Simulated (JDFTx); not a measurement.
- surface: Nb(100)
- bulk: Nb, Im-3m, lattice of mp-75 (not re-optimised)
- slab: 6 atoms in 6 planes, 1x1, 8.0 Å between the outermost planes
- in-plane cell: 3.318 × 3.318 Å, 11.01 Å²
- cell height: 24.3 Å
- sampling: 6×6×1 k mesh, Fermi smearing 0.01 Ha, no spin polarisation

All numbers are PBE, GBRV ultrasoft potentials, plane waves to 20/100 Ha results from a modified build of JDFTx, not measurements. Liquid on both sides: CANDLE, water, 1 M NaCl; nuclei fixed. Potentials are on the SHE scale by the convention U = −μ/e − 4.44 V; references calibrated for a solvation model differ from this value.

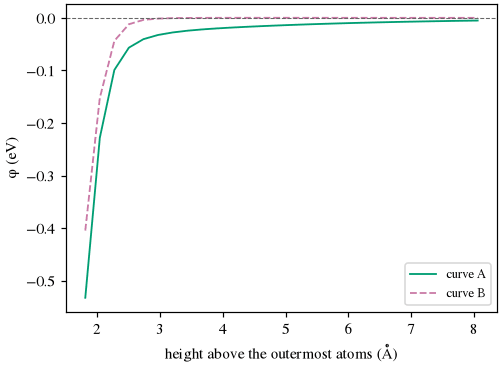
Figure: Plane-averaged electrostatic potential energy of an electron for two states of the electrode

**Question.** One curve is the neutral slab. Which, and what is the sign of the other's charge?

**Answer.** Curve B is neutral (potential of zero charge, -1.26 V). Curve A is positively charged, 6.0 μC/cm² at -1.10 V.
